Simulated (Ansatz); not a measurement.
# PbSe2 (model cell, started as rutile): a soft mode frozen in, part 3 of 3

Wanted: the energy along a soft mode of PbSe2 (model cell, started as rutile) and the structure at the end.

Ansatz 0.2.0; DFT PBEsol, scalar-relativistic, plane waves, PAW.

So far, highest frequency on the path or at a solved wavevector (cm⁻¹): step 2 (phonons on a q mesh) 173. Also lowest frequency on the path (cm⁻¹): step 2 -77.4.

The structure was built from a prototype and need not be the compound's stable phase.

## Step 6: Relaxing from the distorted cell

Starting from the lowest point found, all atoms and the cell are let go, so that strain and other modes of the same symmetry can join in.

File input.yaml:

```yaml
crystal:
  lattice:
    - [0.0, 0.0, -4.1905182995]
    - [-6.5939545271, -6.5939545271, 0.0]
    - [-6.5939545271, 6.5939545271, 0.0]
  atoms:
    - { symbol: Pb, position: [1.0, 0.5196038837, 0.5] }
    - { symbol: Pb, position: [1.0, 0.9803961163, 0.0] }
    - { symbol: Pb, position: [0.5, -0.003772119, 0.5] }
    - { symbol: Pb, position: [0.5, 0.503772119, 0.0] }
    - { symbol: Se, position: [0.0, 0.1983307637, 0.5] }
    - { symbol: Se, position: [0.0, 0.6959929725, 0.0] }
    - { symbol: Se, position: [1.0, 0.8040070275, 0.5] }
    - { symbol: Se, position: [1.0, 0.3016692363, 0.0] }
    - { symbol: Se, position: [0.5, 1.0643413701, 0.1971618681] }
    - { symbol: Se, position: [0.5, 0.4356586299, 0.6971618681] }
    - { symbol: Se, position: [0.5, 1.0643413701, 0.8028381319] }
    - { symbol: Se, position: [0.5, 0.4356586299, 0.3028381319] }
kpoints:
  mp_grid: { grid: [8, 4, 4] }
hamiltonian:
  xc: pbesol
scf:
  occupations: { method: methfessel_paxton, width: 0.2 }
output:
  forces: true
  stress: true
  eigenvalues: true
relax:
  adjacent_minimum: "off"
  f_tol: 0.002
  max_steps: 120
  cell: { stress_tol: 0.03 }
```

Run with:

```sh
$ ansatz run input.yaml --threads 8 --pin off --max-ram 14336MiB --backend cpu --events-out ev --progress --plain --runs-dir out
```

Numbers of over 12 decimals in the logs are rounded to 6 here.

What it wrote:

```text
[...]
Crystal: 12 atoms, lattice volume = 364.409 Å³
Basis set: ecut = 420 eV, 7055 PW (Γ), exchange–correlation on 60×128×128 points (8 copies of the dense FFT grid, shifted against one another)
Bands: 111, of which v1, the nominal top of the filled ones, is band 92 counted from 1 (91 counted from 0)
Symmetry: 8 space group operations
[...]
k-points: 45 of 128
[...]
SCF iter   1: F=—  HF=-90412.100588 eV  |F-HF|=—  |Δ(HF+E_count)|=         —  Δρ=3.09e-3  dr2=4.74e-2  ethr=1.77e-3  ⟨swp⟩=6.9  Hψ=19972  notcnv=0  defer=9
[...]
SCF iter   7: F=-90412.086351 eV  HF=-90412.086351 eV  |F-HF|=7.68e-9  |Δ(HF+E_count)|=   3.78e-8  S|Δr|=    0.00e0  Δρ=2.68e-6  dr2=3.15e-8  ethr=5.43e-11  ⟨swp⟩=10.6  Hψ=23481  notcnv=0
SCF 1 converged in 7 iterations: F = -90412.086351 eV  dr2 = 3.15e-8
[...]
relax step   1: F+E_penalty+E_count = -90412.08635082 eV  Δ(F+E_penalty+E_count) = +0.000e0 eV  max|allowed force component| = 3.827e-1 eV/Å  Δτ_max = 0.0000 Å  P = -0.603 GPa  Ω = 364.409 Å³  (7 SCF iters, dr2 threshold 1.00e-7 eV, accepted)
Crystal: 12 atoms, lattice volume = 356.950 Å³
Basis set: ecut = 420 eV, 6957 PW (Γ), exchange–correlation on 60×128×128 points (8 copies of the dense FFT grid, shifted against one another)
[...]
SCF iter   6: F=-90412.328158 eV  HF=-90412.328158 eV  |F-HF|=1.61e-8  |Δ(HF+E_count)|=   4.46e-6  S|Δr|=    0.00e0  Δρ=1.56e-5  dr2=1.11e-6  ethr=6.52e-10  ⟨swp⟩=9.3  Hψ=27999  notcnv=0
SCF 2 converged in 6 iterations: F = -90412.328158 eV  dr2 = 1.11e-6
relax step   2: F+E_penalty+E_count = -90412.32815836 eV  Δ(F+E_penalty+E_count) = -2.418e-1 eV  max|allowed force component| = 4.864e-1 eV/Å  Δτ_max = 0.1049 Å  P = -0.024 GPa  Ω = 356.950 Å³  energy of the carried Pulay correction = +6.939e-4 eV  (6 SCF iters, dr2 threshold 1.20e-6 eV, accepted)
Crystal: 12 atoms, lattice volume = 354.908 Å³
Basis set: ecut = 420 eV, 6901 PW (Γ), exchange–correlation on 60×128×128 points (8 copies of the dense FFT grid, shifted against one another)
[...]
SCF iter   6: F=-90412.452135 eV  HF=-90412.452135 eV  |F-HF|=2.46e-8  |Δ(HF+E_count)|=   2.37e-7  S|Δr|=    0.00e0  Δρ=6.50e-6  dr2=1.85e-7  ethr=6.52e-10  ⟨swp⟩=8.1  Hψ=26004  notcnv=0
SCF 3 converged in 6 iterations: F = -90412.452135 eV  dr2 = 1.85e-7
relax step   3: F+E_penalty+E_count = -90412.45213486 eV  Δ(F+E_penalty+E_count) = -1.240e-1 eV  max|allowed force component| = 2.002e-1 eV/Å  Δτ_max = 0.1385 Å  P = +0.121 GPa  Ω = 354.908 Å³  energy of the carried Pulay correction = +8.880e-4 eV  (6 SCF iters, dr2 threshold 1.20e-6 eV, accepted)
[... from here on, the SCF cycles and remarks between the steps are left out ...]
relax step   4: F+E_penalty+E_count = -90412.55022451 eV  Δ(F+E_penalty+E_count) = -9.809e-2 eV  max|allowed force component| = 1.367e-1 eV/Å  Δτ_max = 0.1946 Å  P = +0.446 GPa  Ω = 350.317 Å³  energy of the carried Pulay correction = +1.331e-3 eV  (7 SCF iters, dr2 threshold 1.20e-6 eV, accepted)
relax step   5: F+E_penalty+E_count = -90412.61210481 eV  Δ(F+E_penalty+E_count) = -6.188e-2 eV  max|allowed force component| = 2.351e-1 eV/Å  Δτ_max = 0.1917 Å  P = +0.350 GPa  Ω = 350.122 Å³  energy of the carried Pulay correction = +1.351e-3 eV  (7 SCF iters, dr2 threshold 1.20e-6 eV, accepted)
relax step   6: F+E_penalty+E_count = -90412.62896438 eV  Δ(F+E_penalty+E_count) = -1.686e-2 eV  max|allowed force component| = 8.112e-2 eV/Å  Δτ_max = 0.0352 Å  P = -0.115 GPa  Ω = 354.626 Å³  energy of the carried Pulay correction = +9.150e-4 eV  (5 SCF iters, dr2 threshold 1.20e-6 eV, accepted)
relax step   7: F+E_penalty+E_count = -90412.63458022 eV  Δ(F+E_penalty+E_count) = -5.616e-3 eV  max|allowed force component| = 5.382e-2 eV/Å  Δτ_max = 0.0282 Å  P = +0.005 GPa  Ω = 353.704 Å³  energy of the carried Pulay correction = +1.003e-3 eV  (6 SCF iters, dr2 threshold 4.11e-7 eV, accepted)
relax step   8: F+E_penalty+E_count = -90412.63773415 eV  Δ(F+E_penalty+E_count) = -3.154e-3 eV  max|allowed force component| = 2.287e-2 eV/Å  Δτ_max = 0.0119 Å  P = +0.047 GPa  Ω = 353.660 Å³  energy of the carried Pulay correction = +1.008e-3 eV  (6 SCF iters, dr2 threshold 1.81e-7 eV, accepted)
relax step   9: F+E_penalty+E_count = -90412.63948500 eV  Δ(F+E_penalty+E_count) = -1.751e-3 eV  max|allowed force component| = 8.549e-3 eV/Å  Δτ_max = 0.0155 Å  P = +0.043 GPa  Ω = 353.941 Å³  energy of the carried Pulay correction = +9.807e-4 eV  (7 SCF iters, dr2 threshold 5.59e-8 eV, accepted)
relax step  10: F+E_penalty+E_count = -90412.64081709 eV  Δ(F+E_penalty+E_count) = -1.332e-3 eV  max|allowed force component| = 5.820e-3 eV/Å  Δτ_max = 0.0189 Å  P = -0.014 GPa  Ω = 354.771 Å³  energy of the carried Pulay correction = +9.012e-4 eV  (7 SCF iters, dr2 threshold 3.52e-8 eV, accepted)
relax step  11: F+E_penalty+E_count = -90412.64113569 eV  Δ(F+E_penalty+E_count) = -3.186e-4 eV  max|allowed force component| = 4.474e-3 eV/Å  Δτ_max = 0.0125 Å  P = +0.008 GPa  Ω = 354.689 Å³  energy of the carried Pulay correction = +9.090e-4 eV  (7 SCF iters, dr2 threshold 3.15e-9 eV, accepted)
relax step  12: F+E_penalty+E_count = -90412.64136265 eV  Δ(F+E_penalty+E_count) = -2.270e-4 eV  max|allowed force component| = 5.847e-3 eV/Å  Δτ_max = 0.0177 Å  P = -0.015 GPa  Ω = 354.976 Å³  energy of the carried Pulay correction = +8.816e-4 eV  (8 SCF iters, dr2 threshold 1.25e-9 eV, accepted)
relax step  13: F+E_penalty+E_count = -90412.64617169 eV  Δ(F+E_penalty+E_count) = -4.809e-3 eV  max|allowed force component| = 3.669e-2 eV/Å  Δτ_max = 0.0928 Å  P = +0.082 GPa  Ω = 355.739 Å³  energy of the carried Pulay correction = +8.088e-4 eV  (9 SCF iters, dr2 threshold 2.14e-9 eV, accepted)
relax step  14: F+E_penalty+E_count = -90412.57257688 eV  Δ(F+E_penalty+E_count) = +7.359e-2 eV  max|allowed force component| = 3.085e-1 eV/Å  Δτ_max = 0.1981 Å  P = +0.948 GPa  Ω = 357.270 Å³  energy of the carried Pulay correction = +6.637e-4 eV  (9 SCF iters, dr2 threshold 8.77e-8 eV, rejected (line search))
relax step  15: F+E_penalty+E_count = -90412.65357961 eV  Δ(F+E_penalty+E_count) = -7.408e-3 eV  max|allowed force component| = 9.651e-2 eV/Å  Δτ_max = 0.0958 Å  P = -0.276 GPa  Ω = 359.089 Å³  energy of the carried Pulay correction = +4.924e-4 eV  (11 SCF iters, accepted)
[...]
relax step  21: F+E_penalty+E_count = -90413.16823842 eV  Δ(F+E_penalty+E_count) = -7.046e-2 eV  max|allowed force component| = 7.714e-2 eV/Å  Δτ_max = 0.0635 Å  P = -0.009 GPa  Ω = 386.384 Å³  energy of the carried Pulay correction = -1.913e-3 eV  (11 SCF iters, accepted)
relax step  22: F+E_penalty+E_count = -90413.21164229 eV  Δ(F+E_penalty+E_count) = -4.340e-2 eV  max|allowed force component| = 9.019e-2 eV/Å  Δτ_max = 0.0976 Å  P = -0.123 GPa  Ω = 390.216 Å³  energy of the carried Pulay correction = -2.229e-3 eV  (7 SCF iters, dr2 threshold 3.72e-7 eV, accepted)
relax step  23: F+E_penalty+E_count = -90413.24894025 eV  Δ(F+E_penalty+E_count) = -3.730e-2 eV  max|allowed force component| = 1.681e-1 eV/Å  Δτ_max = 0.1462 Å  P = -0.193 GPa  Ω = 389.683 Å³  energy of the carried Pulay correction = -2.185e-3 eV  (8 SCF iters, dr2 threshold 5.08e-7 eV, accepted)
relax step  24: F+E_penalty+E_count = -90413.27296179 eV  Δ(F+E_penalty+E_count) = -2.402e-2 eV  max|allowed force component| = 8.154e-2 eV/Å  Δτ_max = 0.1090 Å  P = -0.087 GPa  Ω = 388.489 Å³  energy of the carried Pulay correction = -2.087e-3 eV  (7 SCF iters, dr2 threshold 1.20e-6 eV, accepted)
relax step  25: F+E_penalty+E_count = -90413.28232220 eV  Δ(F+E_penalty+E_count) = -9.360e-3 eV  max|allowed force component| = 5.309e-2 eV/Å  Δτ_max = 0.0826 Å  P = +0.104 GPa  Ω = 385.159 Å³  energy of the carried Pulay correction = -1.811e-3 eV  (8 SCF iters, dr2 threshold 4.16e-7 eV, accepted)
relax step  26: F+E_penalty+E_count = -90413.28326426 eV  Δ(F+E_penalty+E_count) = -9.421e-4 eV  max|allowed force component| = 3.522e-2 eV/Å  Δτ_max = 0.0237 Å  P = +0.012 GPa  Ω = 385.790 Å³  energy of the carried Pulay correction = -1.864e-3 eV  (7 SCF iters, dr2 threshold 1.76e-7 eV, accepted)
relax step  27: F+E_penalty+E_count = -90413.28391456 eV  Δ(F+E_penalty+E_count) = -6.503e-4 eV  max|allowed force component| = 4.044e-3 eV/Å  Δτ_max = 0.0146 Å  P = -0.031 GPa  Ω = 386.245 Å³  energy of the carried Pulay correction = -1.902e-3 eV  (6 SCF iters, dr2 threshold 7.75e-8 eV, accepted)
relax step  28: F+E_penalty+E_count = -90413.28398475 eV  Δ(F+E_penalty+E_count) = -7.019e-5 eV  max|allowed force component| = 5.249e-3 eV/Å  Δτ_max = 0.0051 Å  P = +0.028 GPa  Ω = 385.660 Å³  energy of the carried Pulay correction = -1.853e-3 eV  (7 SCF iters, dr2 threshold 4.42e-9 eV, accepted)
relax step  29: F+E_penalty+E_count = -90413.28400002 eV  Δ(F+E_penalty+E_count) = -1.527e-5 eV  max|allowed force component| = 1.196e-3 eV/Å  Δτ_max = 0.0018 Å  P = -0.002 GPa  Ω = 385.916 Å³  energy of the carried Pulay correction = -1.874e-3 eV  (6 SCF iters, dr2 threshold 2.69e-9 eV, accepted)
relax step  30: F+E_penalty+E_count = -90413.28792857 eV  Δ(F+E_penalty+E_count) = -3.929e-3 eV  max|allowed force component| = 5.219e-4 eV/Å  Δτ_max = 0.0000 Å  P = +0.017 GPa  Ω = 385.916 Å³  stress off target by 5.42e-2 GPa  SCF on the basis re-selected at this cell (its energy is not comparable with the rows above)  (10 SCF iters)
relax step  31: F+E_penalty+E_count = -90413.28797217 eV  Δ(F+E_penalty+E_count) = -4.360e-5 eV  max|allowed force component| = 5.547e-3 eV/Å  Δτ_max = 0.0028 Å  P = +0.004 GPa  Ω = 386.075 Å³  energy of the carried Pulay correction = -1.291e-5 eV  (6 SCF iters, dr2 threshold 7.35e-9 eV, accepted)
relax step  32: F+E_penalty+E_count = -90413.28798624 eV  Δ(F+E_penalty+E_count) = -1.407e-5 eV  max|allowed force component| = 3.310e-3 eV/Å  Δτ_max = 0.0048 Å  P = +0.001 GPa  Ω = 386.328 Å³  energy of the carried Pulay correction = -3.543e-5 eV  (7 SCF iters, dr2 threshold 1.92e-9 eV, accepted)
relax step  33: F+E_penalty+E_count = -90413.28799139 eV  Δ(F+E_penalty+E_count) = -5.148e-6 eV  max|allowed force component| = 2.101e-3 eV/Å  Δτ_max = 0.0015 Å  P = +0.002 GPa  Ω = 386.353 Å³  energy of the carried Pulay correction = -3.764e-5 eV  (7 SCF iters, dr2 threshold 6.85e-10 eV, accepted)
relax step  34: F+E_penalty+E_count = -90413.28799238 eV  Δ(F+E_penalty+E_count) = -9.973e-7 eV  max|allowed force component| = 1.051e-3 eV/Å  Δτ_max = 0.0003 Å  P = -0.002 GPa  Ω = 386.360 Å³  energy of the carried Pulay correction = -3.826e-5 eV  (6 SCF iters, dr2 threshold 2.76e-10 eV, accepted)
[...]
SCF iter   7: F=-90413.288032 eV  HF=-90413.288032 eV  |F-HF|=2.91e-11  |Δ(HF+E_count)|=   1.18e-9  S|Δr|=    0.00e0  Δρ=7.27e-8  dr2=1.91e-11  ethr=1.00e-12  ⟨swp⟩=3.5  Hψ=19610  notcnv=0
SCF 35 converged in 7 iterations: F = -90413.288032 eV  dr2 = 1.91e-11
relax step  35: F+E_penalty+E_count = -90413.28803211 eV  Δ(F+E_penalty+E_count) = -3.973e-5 eV  max|allowed force component| = 1.053e-3 eV/Å  Δτ_max = 0.0000 Å  P = -0.002 GPa  Ω = 386.360 Å³  stress off target by 2.63e-3 GPa  SCF on the basis re-selected at this cell (its energy is not comparable with the rows above)  (7 SCF iters)
[...]
SCF converged after 7 iterations
[...]
Free energy (F): -90413.288032 eV
[...]
Internal energy: -90413.295990 eV  (E = F + TS)
E sigma→0 (E₀):  -90413.290022 eV
Entropy (-TS):   0.007958 eV (0.663 meV/atom)
Fermi energy:    6.677931 eV
[...]
--- Forces (eV/Å), atoms counted from 1 ---
  atom   1  Pb     0.00049708     0.00049708     0.00000000
  atom   2  Pb    -0.00049708    -0.00049708     0.00000000
  atom   3  Pb    -0.00014965    -0.00014965     0.00000000
  atom   4  Pb     0.00014965     0.00014965     0.00000000
  atom   5  Se    -0.00105258    -0.00105258     0.00000000
  atom   6  Se    -0.00032358    -0.00032358     0.00000000
  atom   7  Se     0.00032358     0.00032358     0.00000000
  atom   8  Se     0.00105258     0.00105258     0.00000000
  atom   9  Se    -0.00031031    -0.00027850     0.00000000
  atom  10  Se     0.00027850     0.00031031     0.00000000
  atom  11  Se    -0.00027850    -0.00031031    -0.00000000
  atom  12  Se     0.00031031     0.00027850     0.00000000
  max |Σ_I F_I| component: 3.47e-18 eV/Å
--- Stress (GPa, compression-positive) ---
       -0.001857      -0.000775       0.000000
       -0.000775      -0.001857      -0.000000
        0.000000      -0.000000      -0.001384
  P = ⅓ Tr σ = -0.0017 GPa (-0.017 kbar)
--- Band table (eV; the first three rows and the last of 45) ---
  k-point 0: bands = [... 88 lower, 5.6981, 5.7367, 6.3940, 6.6505, 7.0144, 7.3864, 7.9278, 8.0344, ... 15 higher]
  k-point 1: bands = [... 88 lower, 5.7032, 5.7425, 6.3928, 6.5780, 7.0877, 7.4047, 8.0363, 8.0510, ... 15 higher]
  k-point 2: bands = [... 88 lower, 5.8680, 5.8680, 6.4590, 6.4590, 7.3088, 7.3088, 8.1118, 8.1118, ... 15 higher]
  k-point 44: bands = [... 88 lower, 6.0812, 6.0812, 6.2361, 6.2361, 7.1030, 7.1030, 7.2769, 7.2769, ... 15 higher]
--- Relaxed structure (33 steps of the walk, 31 accepted, 2 SCFs on fresh bases) ---
  F+E_penalty+E_count = -90413.28803211 eV   max|allowed force component| = 1.053e-3 eV/Å   (the final SCF, on the basis selected at the relaxed cell)
  cell:  # Å, volume = 386.3600 Å³
    - [0, 0, -3.906985]
    - [-7.455151, -7.455151, 0]
    - [-6.632297, 6.632297, 0]
  atoms:
    - { symbol: Pb, position: [1.000000, 0.638976, 0.500000] }
    - { symbol: Pb, position: [1.000000, 0.861024, 0] }
    - { symbol: Pb, position: [0.500000, 0.098672, 0.500000] }
    - { symbol: Pb, position: [0.500000, 0.401328, 0] }
    - { symbol: Se, position: [0, 0.378786, 0.500000] }
    - { symbol: Se, position: [0, 0.587284, 0] }
    - { symbol: Se, position: [1.000000, 0.912716, 0.500000] }
    - { symbol: Se, position: [1.000000, 0.121214, 0] }
    - { symbol: Se, position: [0.500000, 1.061206, 0.182171] }
    - { symbol: Se, position: [0.500000, 0.438794, 0.682171] }
    - { symbol: Se, position: [0.500000, 1.061206, 0.817829] }
    - { symbol: Se, position: [0.500000, 0.438794, 0.317829] }
```

Elapsed: 18 min, on 8 threads of Arm Neoverse N1, shared host; peak memory 2.9 GiB.

The steps of the relaxation (22 of 35):

```
step  energy less that of the first step (eV)  largest force component (eV/Å)  pressure (GPa)  volume (Å³)
   1                                   0.0000                          0.3827           -0.60       364.41
   3                                  -0.3658                          0.2002            0.12       354.91
   4                                  -0.4639                          0.1367            0.45       350.32
   6                                  -0.5426                          0.0811           -0.12       354.63
   7                                  -0.5482                          0.0538            0.00       353.70
   9                                  -0.5531                          0.0085            0.04       353.94
  11                                  -0.5548                          0.0045            0.01       354.69
  12                                  -0.5550                          0.0058           -0.01       354.98
  14                                  -0.4862                          0.3085            0.95       357.27
  16                                  -0.5992                          0.0858            0.05       360.18
  17                                  -0.6825                          0.1852            0.48       363.53
  19                                  -1.0114                          0.2323            0.91       381.09
  20                                  -1.0043                          0.5244           -0.84       389.48
  22                                  -1.1253                          0.0902           -0.12       390.22
  24                                  -1.1866                          0.0815           -0.09       388.49
  25                                  -1.1960                          0.0531            0.10       385.16
  27                                  -1.1976                          0.0040           -0.03       386.25
  29                                  -1.1976                          0.0012            0.00       385.92
 30*                                  -1.2016                          0.0005            0.02       385.92
  32                                  -1.2016                          0.0033            0.00       386.33
  33                                  -1.2016                          0.0021            0.00       386.35
 35*                                  -1.2017                          0.0011            0.00       386.36
```

Relaxation steps marked * repeat the geometry before them on a plane-wave basis chosen anew for their cell, so energy and pressure can jump there. Other such steps can lie between the rows shown. Relaxation steps 14, 20 were tried and not accepted.

Forces are held to the 8 operations that the run works with; a distortion that breaks them can't arise in this run.

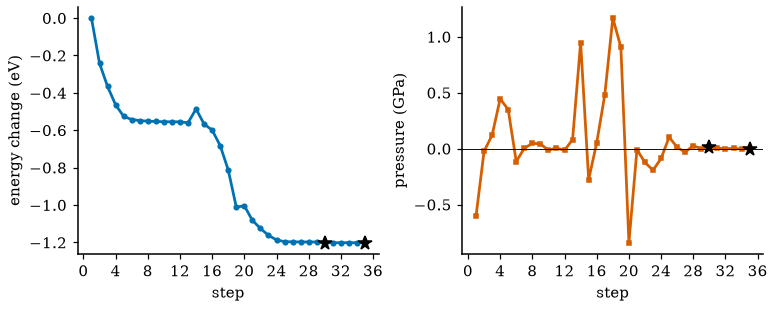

Energy and pressure along the relaxation. Stars mark steps on a basis chosen anew.

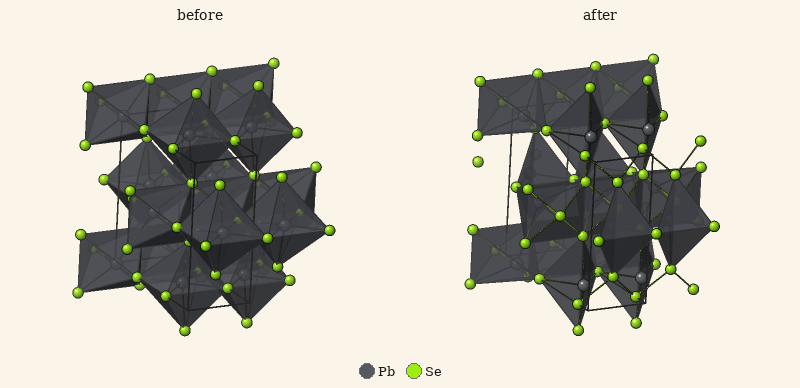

Before and after, at one scale. Bonds to atoms that aren't drawn are left out.

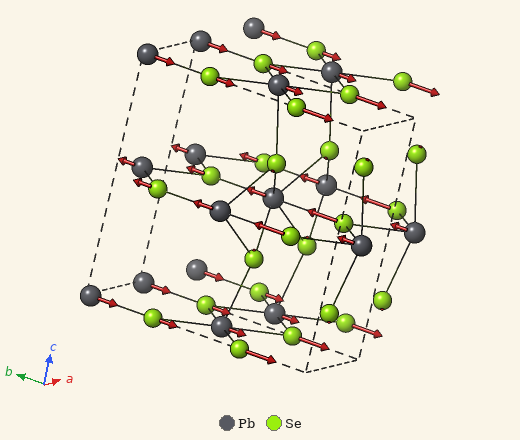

Displacements in the relaxation, scaled, measured against the changing cell; the longest in the cell stands for 1.90 Å. 2×1×1 cells are drawn. Some periodic images of atoms are drawn too.

```
     cell as run  before   after   change
           a (Å)   4.191   3.907   -6.8 %
           b (Å)   9.325  10.543  +13.1 %
           c (Å)   9.325   9.379   +0.6 %
volume (Å³/atom)   30.37   32.20   +6.0 %
```

The atoms that moved most (Å, as changes of fractional coordinates times the final cell):

```
atom      dx      dy     dz  length
 Se5  -1.345  -1.345  0.000   1.903
 Se8   1.345   1.345  0.000   1.903
 Pb1  -0.890  -0.890  0.000   1.259
 Pb2   0.890   0.890  0.000   1.259
 Se6   0.810   0.810  0.000   1.146
 Se7  -0.810  -0.810  0.000   1.146
 Pb3  -0.764  -0.764  0.000   1.080
 Pb4   0.764   0.764  0.000   1.080
```

Final coordinates:

```xyz
12
Lattice="0.0000 0.0000 -3.9070 -7.4552 -7.4552 0.0000 -6.6323 6.6323 0.0000" Properties=species:S:1:pos:R:3 pbc="T T T"
Pb   -8.0798   -1.4475   -3.9070
Pb   -6.4191   -6.4191   -3.9070
Pb   -4.0518    2.5805   -1.9535
Pb   -2.9920   -2.9920   -1.9535
Se   -6.1401    0.4922    0.0000
Se   -4.3783   -4.3783    0.0000
Se  -10.1206   -3.4883   -3.9070
Se   -0.9037   -0.9037   -3.9070
Se   -9.1197   -6.7032   -1.9535
Se   -7.7956    1.2531   -1.9535
Se  -13.3355   -2.4874   -1.9535
Se   -5.3792   -1.1633   -1.9535
```

Numbers from this step:

* pressure: -0.001700 GPa
* volume per atom: 32.20 Å³
* gap on the k-mesh: 0.03828 eV

The distorted start has space group Pmma; the relaxation ends in Pmma.

## Step 7: Outcome

```
unstable mode of the parent                                                      : q = (-0.5, -0.5, 0), 77i cm⁻¹
depth at the lowest point sampled                                                : 36.1 meV/atom
largest atomic shift at that point                                               : 0.6 Å
space group reached (within 0.01 Å)                                              : Pmma
energy gained over the parent (first relaxation, on the mesh of the frozen mode) : 136 meV/atom
volume per atom, phase reached                                                   : 32.2 Å³
gap on the k-mesh, phase reached                                                 : 0.0383 eV
```

What this shows: From this start the structure relaxes into Pmma, 136 meV/atom below the parent. At the parent's cell the well is 36.12 meV/atom deep on the steps tried, with its lowest point at a shift of 0.6 Å. That is the last step tried, so the steps alone don't bracket the bottom of the well. Relaxing atoms and cell changes the gain by +99.61 meV/atom against the lowest step (energies at zero smearing). Most of the total comes from this relaxation. The frozen pattern makes up only 16 % of the final shifts of the atoms, so other modes or strain give most of the change. The modes of the phase reached were not computed on this path. Of the 3 patterns followed to their end from this parent, this one ends 80.2 meV/atom above the lowest, P4_2/m. Each path keeps the symmetry of its pattern, so a lower phase may lie along a pattern not tried. The q mesh stands for a supercell only 8.4 Å across, so branches between the solved wavevectors are rough. With no gap, or one that is small against the smearing, the frequencies hang on the k mesh and the smearing, most of all near Kohn anomalies. A semilocal functional can close a gap that the real compound would have, so the metallic treatment may be an artefact of the level. Spin-orbit coupling is left out, which can matter for the heavy elements here. A phonon run warned that its eigensolver left some bands unconverged in a pass. The starting cell was built on a prototype and not taken from a measurement, so the phase need not exist.

[Logs are printed without paths, hosts, clocks, repeated set-up lines and the standing remarks that a program may print on its own settings, such as how far it seeks lower states.]

[Hosts, paths, dates, database ids (printed as entryN), source tags and the programs' standing remarks are cut or masked in the printed files.]
